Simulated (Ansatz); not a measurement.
**Run report: C$_{2}$H$_{23}$NO$_{10}$, molecular dynamics (part 3 of 3)**

Continued. System: C$_{2}$H$_{23}$NO$_{10}$ (disordered cell, 36 atoms in the cell). Method: DFT PBE-D3(BJ), scalar-relativistic, plane waves, PAW, no spin polarisation (Ansatz 0.2.0); cutoff 420 eV, 1×1×1 k-mesh, Fermi–Dirac smearing of 0.05 eV. It belongs to a series of runs on one base structure; here: dynamics from the last frame of the run before.

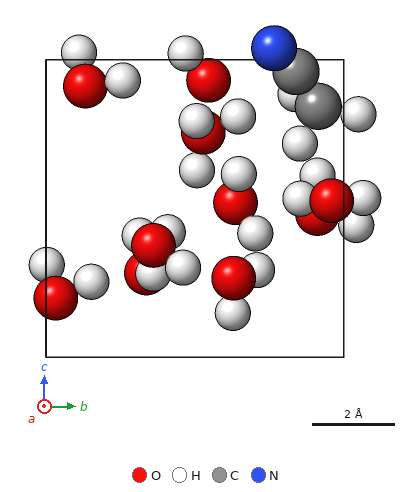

Fig. 1: The geometry at step 240 of the log (spheres-only view of the cell of the calculation, along the a axis).

Trajectory as extended XYZ, continued:
```
36
Lattice="7.2874 0.0000 0.0000 0.0000 7.2874 0.0000 0.0000 0.0000 7.2874" Properties=species:S:1:pos:R:3:forces:R:3 step=80 time_fs=40.0 energy=-6925.06348 temperature=1515.6
O     3.9012   -0.3046    4.4788    0.3076   1.0218  -0.1044
H     3.5640   -0.4549    3.5629   -0.0895  -0.5677   1.0022
H     4.2762   -1.0431    4.9557    0.0635  -1.1371  -0.7923
O     5.8807    2.3295    2.1262    0.1907   1.5216   2.5682
H     5.4501    3.1056    2.7263    1.2330  -2.3129  -1.0095
H     6.4455    1.8359    2.8013   -0.9554   0.7877  -0.8194
O     2.1854    3.9503    4.9293   -0.8132   0.5815  -1.5288
H     1.6738    3.8168    4.0704    0.8731   0.1703   1.8011
H     2.0755    3.1484    5.4581    0.0727  -0.6481   0.0512
O     1.9273    2.4718    2.1443   -3.5537   0.6685  -0.8544
H     2.2601    3.2829    2.6058   -0.0006  -0.2937  -0.3243
H     0.9490    2.7705    1.8113    3.0104  -0.8001   0.8926
O     1.5273    7.2760    3.0081   -0.6053  -0.1100   0.8747
H     1.5718    8.2128    2.6773   -0.0291  -0.3914  -0.4366
H     1.0412    6.6292    2.4604   -0.1144   1.5247   0.1269
O     2.5481    5.0383    2.2041   -2.8201  -0.2688  -3.3494
H     1.6213    5.4346    1.9481    2.0168  -0.4042   1.3106
H     2.3806    4.5849    1.2815    1.7640   0.0498   1.1064
O     4.0229    3.4044    0.2693   -2.6492  -4.7747  -2.2411
H     3.9504    2.5178    0.8400   -0.4390   1.2328  -2.4344
H     4.4144    3.7218    0.9853    3.4195   4.0969   4.7093
O     3.0321    1.5556    6.0558    0.2549  -3.5174   0.8396
H     3.0488    1.3541    7.0147   -0.2306   0.9436   0.1218
H     3.2824    0.5482    5.8394   -0.7468   2.6635  -1.2185
O     4.0105    7.7005    1.4402   -1.8836  -0.8475  -1.1625
H     3.7088    6.7637    1.3871   -0.1642   0.4327   0.1237
H     4.8581    7.6472    1.8227    1.9477   0.2678   0.8511
O     5.1037    3.8724    4.6558   -0.2675  -0.2779   1.0100
H     4.2550    3.9160    5.2127    0.9774  -0.4236  -1.0770
H     5.6812    3.2574    5.1754   -0.6971   0.6574  -0.2974
C     6.8315   -0.1645    6.2503   -0.0589   0.9287  -2.3918
C     7.6421   -1.1106    6.8380   -0.1617  -2.7176   2.0198
N     8.1492   -2.0943    7.2035    0.3997   0.3868   0.5746
H     7.5598    0.5523    5.9411    0.3026   1.9676   0.0804
H     6.7891   -0.6158    5.2560   -0.9142  -0.2514  -0.6152
H     5.8433    0.1991    6.5510    0.3605  -0.1597   0.5924
36
Lattice="7.2874 0.0000 0.0000 0.0000 7.2874 0.0000 0.0000 0.0000 7.2874" Properties=species:S:1:pos:R:3:forces:R:3 step=160 time_fs=80.0 energy=-6925.45958 temperature=1602.0
O     3.9384   -0.3533    4.1246    4.4336   0.5732  -0.5076
H     3.0297   -0.2638    4.2089   -3.0551  -0.4245   0.2698
H     4.4446   -0.9707    4.6709   -0.7799  -0.1118   0.1378
O     6.0069    2.4779    2.5485    1.1019   1.8448   0.5975
H     6.0608    3.1103    3.3915   -0.6505  -1.7224  -1.8189
H     6.8597    2.6691    2.0529   -0.5024  -0.6498   0.8123
O     2.1696    3.9228    5.2985   -0.7304  -2.4808  -0.1156
H     2.7490    4.6620    5.1635    0.6870   0.6814   0.5493
H     2.4807    3.2378    5.9879   -0.1876   1.8259  -0.6550
O     1.2613    2.2256    2.2423    0.7671   2.2249  -1.9459
H     1.3798    2.7190    3.0496    0.0498  -0.1252   1.7883
H     1.5942    3.0183    1.7116    0.0966  -1.2948  -0.3583
O     1.5543    7.1353    3.2012   -0.9450  -0.0662  -0.4644
H     1.3132    7.5499    2.3113    0.3973  -0.2219   1.7276
H     0.9582    7.5227    3.8790    0.0119  -0.1151  -0.8435
O     3.0796    4.7768    1.9292    1.6490  -1.0885  -2.2786
H     2.3031    5.2150    2.1164   -3.0750   2.0129   2.2214
H     2.9325    4.9607    0.9498    1.1543  -0.8758   0.8302
O     4.1580    3.7112   -0.0183    1.8900  -0.5903  -2.3638
H     4.8560    3.3545    0.5933   -0.6333   0.2998  -0.4217
H     4.5734    3.6557   -0.9622   -0.5679   0.1105   2.3015
O     2.3812    1.2715    6.4184    1.3433  -0.4945   0.6486
H     3.3337    1.0058    6.5164   -0.7201  -0.2420   1.2886
H     2.5652    1.5601    5.5386   -0.7243   0.5498  -2.0679
O     4.9490    7.7167    1.3063    0.6989   1.7110   0.1135
H     4.9173    7.5760    2.2481   -1.0469  -1.7274   1.4085
H     5.3474    8.6088    1.5799   -0.3182  -0.3070  -1.2300
O     4.9476    4.0945    4.0695   -0.4534   0.4371   1.1356
H     4.8378    4.3115    3.1399    0.0023   0.7721  -0.9933
H     4.0318    3.7722    4.1824   -0.1094  -0.4003   0.3928
C     6.3937   -0.3203    6.4327   -1.1088  -1.5553  -2.9011
C     7.3938   -1.2924    6.8178   -2.0749   2.3487   1.3640
N     8.2167   -1.8464    7.3802    2.0210  -1.7947   0.9241
H     6.6824    0.7606    6.6753   -0.3103  -1.5435  -0.4836
H     6.5539   -0.6658    5.2757   -1.0648   1.8270   1.4704
H     5.2673   -0.6041    6.7600    2.7544   0.6124  -0.5326
36
Lattice="7.2874 0.0000 0.0000 0.0000 7.2874 0.0000 0.0000 0.0000 7.2874" Properties=species:S:1:pos:R:3:forces:R:3 step=240 time_fs=120.0 energy=-6924.98891 temperature=1500.1
O     4.2219   -0.2926    3.8370    0.4640   3.6301   0.1443
H     3.6072    0.4789    3.9019    0.4506  -0.7654   0.0153
H     3.6937   -1.0578    3.8857   -1.3724  -1.7547   0.1533
O     6.1286    2.6302    2.7418   -2.3420   0.3487   0.8627
H     5.1900    2.9820    3.0632    2.3532  -0.4077  -0.6359
H     6.4617    3.3552    2.1968    0.2621   0.2402  -0.1343
O     1.9524    3.8518    5.5126    0.0315  -1.8391   0.3797
H     2.2031    4.7037    5.8988   -0.4326   0.2817  -1.0197
H     1.6886    3.6964    4.5829    0.4741   1.4363   0.5988
O     1.3011    2.4581    2.0660   -4.3520  -1.4204   1.3614
H     0.8445    2.2944    2.9810    1.5483   0.6589  -2.1345
H     2.2052    2.6242    2.0520    2.8926   0.7481   0.8262
O     1.1492    6.6449    3.5220    0.0610   0.5235  -0.5239
H     1.0797    7.5955    3.2424    0.0494  -1.0425   0.2716
H     1.4193    6.6496    4.4505   -0.1090   0.3747   0.2858
O     3.3005    4.5950    1.9392   -2.7395   1.6904   1.4330
H     2.4451    5.1656    2.1357    1.8603  -0.8013   1.0888
H     2.9281    4.5734    1.0887    0.1780  -0.8146  -3.4393
O     4.9260    3.9802   -0.5037   -1.2852   0.8576  -2.8245
H     5.3592    3.4192    0.1532    0.0167  -0.9631  -1.0245
H     4.7081    3.6895   -1.5020    0.8652  -0.3954   3.8628
O     1.8415    0.9636    6.6426    0.5857  -0.2488  -1.3233
H     1.4108    0.8070    7.4609   -0.9041  -0.8834   1.5434
H     2.0509    1.8814    6.7791    0.4150   1.3176  -0.5569
O     5.5219    7.5278    1.4509    0.1922   1.8811   2.2188
H     4.9455    7.3059    2.2631    0.7669   0.0575  -1.2595
H     5.9633    8.3973    1.8514   -1.0169  -1.9359  -1.0789
O     4.6738    4.6401    3.7874   -1.8935  -2.8398   1.4755
H     5.2823    4.7208    4.4874    1.8300   0.7345   1.1254
H     4.9184    5.1236    3.0358    0.8984   1.2686  -1.8761
C     6.1793   -0.6210    6.1470    2.5830  -0.0007   1.2565
C     7.2391   -1.1659    6.9986    0.7562   0.6204  -0.2036
N     8.1112   -1.7022    7.5694   -0.8419   0.4694  -0.3454
H     5.8623    0.3627    5.9521    0.3718   1.6569   0.6498
H     6.1965   -1.0714    5.2340    1.2913  -1.0469  -3.2486
H     5.4079   -1.1787    6.4448   -3.9085  -1.6364   2.0759
36
Lattice="7.2874 0.0000 0.0000 0.0000 7.2874 0.0000 0.0000 0.0000 7.2874" Properties=species:S:1:pos:R:3:forces:R:3 step=320 time_fs=160.0 energy=-6924.57799 temperature=1408.5
O     4.0540    0.5219    3.7982   -0.0461  -0.7736  -0.0717
H     5.0342    0.6115    3.6419   -1.1402  -0.3460  -0.1227
H     3.7815   -0.4280    3.6297    0.7271   1.1762   0.2110
O     6.0637    2.7517    2.7870    0.6333  -0.1342   0.1114
H     5.5287    3.4334    3.3446    1.3299  -0.2671  -0.7680
H     7.0704    2.8519    2.8295   -1.7399   0.3394   0.0332
O     1.6985    3.7315    5.4961   -2.1607  -0.1698   0.9931
H     0.9078    4.1064    6.0188    1.7470  -0.6471  -1.0694
H     2.3638    4.3822    5.6907    0.7190   0.8628  -0.2105
O     1.7122    2.4514    1.8587   -1.3416   0.4007  -2.1922
H     1.8722    1.9978    2.6368    0.8273  -1.7782   2.6995
H     2.0977    3.3331    1.9819   -0.0940   0.8990  -0.0710
O     0.7594    6.1660    3.9140    0.9920   1.4336  -1.0254
H     0.5875    6.0009    2.9786   -0.3020  -0.8755  -0.7657
H     1.0101    7.1190    3.7769   -0.1152  -0.6331   0.9307
O     2.8638    4.6348    1.4569    1.1666   0.0054  -0.9748
H     2.4183    4.9790    0.5676    1.3092  -1.4652   2.2050
H     3.6019    3.9060    1.4659   -1.4880   2.1113  -1.0053
O     5.4797    3.7493   -0.9984    4.8987  -0.4555  -2.5303
H     6.4193    3.7674   -0.6374   -2.6744  -0.3071   0.7539
H     4.6393    3.7244   -0.6694   -2.6200  -0.3834   3.0001
O     1.4071    0.9326    6.7834    1.1696   0.6188   3.2411
H     1.3532    0.1900    7.5118    0.0633   1.9171  -1.8199
H     1.7474    1.7440    7.3839   -1.0871  -2.3164  -1.5682
O     6.0613    7.4343    1.7480   -1.3118   2.2171   0.3028
H     5.1653    7.1380    1.4405    0.8134   0.3541   0.4190
H     5.9148    8.4670    1.9578    0.3375  -2.0951  -0.3491
O     4.9436    4.7856    4.1229   -0.4549   1.0207  -2.0041
H     5.1348    4.2940    4.9624    0.6987   0.7625   0.3114
H     5.4456    5.6587    4.0440   -0.8734  -1.9760   0.4757
C     6.2438   -0.7314    5.8495   -0.0366   0.5113   3.1376
C     7.0050   -1.3730    7.0340    1.7856   1.1612   0.0273
N     7.8856   -1.5625    7.8291   -2.6349  -0.4530  -2.2735
H     6.6348    0.3297    5.9945   -0.2090  -0.9044  -0.3168
H     6.7935   -1.1620    4.8509   -1.3145   0.9001   1.8209
H     5.0879   -0.6275    6.2084    2.4265  -0.7106  -1.5352
36
Lattice="7.2874 0.0000 0.0000 0.0000 7.2874 0.0000 0.0000 0.0000 7.2874" Properties=species:S:1:pos:R:3:forces:R:3 step=400 time_fs=200.0 energy=-6925.57902 temperature=1626.3
O     3.7679    1.3703    3.8168   -0.7658  -1.2018   0.1621
H     4.6243    0.9612    3.5719   -0.4416   0.1492  -0.1394
H     3.1028    0.6189    3.8514    1.0599   0.7779   0.1905
O     6.1091    2.8148    2.6097   -2.0479  -0.9311   1.2885
H     5.6017    3.5159    3.1358    1.0591  -0.2854  -1.0629
H     6.9018    3.0449    2.1629    1.0563   1.1061  -0.3442
O     1.5325    3.7300    5.5252    1.5611   0.9586  -1.2519
H     2.0941    2.9348    5.6954   -0.2199   0.5016  -0.6683
H     1.9667    4.2648    4.7452   -1.0019  -1.5426   2.0955
O     1.9447    2.1685    2.0067   -0.6686   1.5883  -0.1614
H     2.7155    1.9429    2.5676    0.3403   0.1695   0.1066
H     1.8995    3.1687    2.0545    0.3981  -1.2492  -0.1480
O     0.6966    5.7423    3.7118    1.1745  -1.6383  -2.5952
H     1.0050    5.2549    2.8495    0.3919   0.1097   2.0645
H     0.1298    6.2155    3.1027   -1.4177   1.7391   0.2832
O     2.8491    5.0716    0.9621   -1.2494   0.1997   0.7111
H     2.6768    4.6425    0.0792    1.3165   0.6902   0.7248
H     3.6907    5.4233    1.3229   -0.1656  -0.8774  -1.4215
O     5.9028    2.9314   -0.8727   -0.7223   0.0000  -0.9326
H     6.5452    3.6112   -0.5937    0.0303  -0.7872   0.6650
H     5.7875    2.1472   -0.2966    0.4720   1.1148   0.2145
O     1.2470    1.0556    6.8487    0.3035  -0.4138  -0.8217
H     1.7856    0.3319    7.2642   -0.1800   1.6860   0.1763
H     1.2885    1.9570    7.2374    0.6726  -1.2460   0.7450
O     6.3033    7.6343    2.0459    0.9833  -0.3021   1.2350
H     7.1268    7.2185    1.6509   -0.9191   1.0897   0.7373
H     6.5411    8.3416    2.7679   -0.1057  -0.8030  -2.0481
O     4.9234    4.7658    3.9994   -0.4486  -0.9466   0.6687
H     5.2668    4.1451    4.7303    0.0429   1.4112  -0.8749
H     5.5923    5.3404    3.5775    0.3073  -0.4203   0.8789
C     6.2425   -0.3165    6.2437    4.1978  -0.2466   3.1684
C     7.1116   -1.2249    7.1536   -2.9138  -1.1570  -1.8517
N     7.2415   -2.1476    7.8787    0.5573   1.5260  -0.6036
H     6.6431    0.6324    6.5282    0.1362   1.0387   0.5586
H     6.3415   -0.1411    5.2426    0.8758  -1.0655  -2.9460
H     5.2797   -0.3203    6.5239   -3.6688  -0.7424   1.1967
```
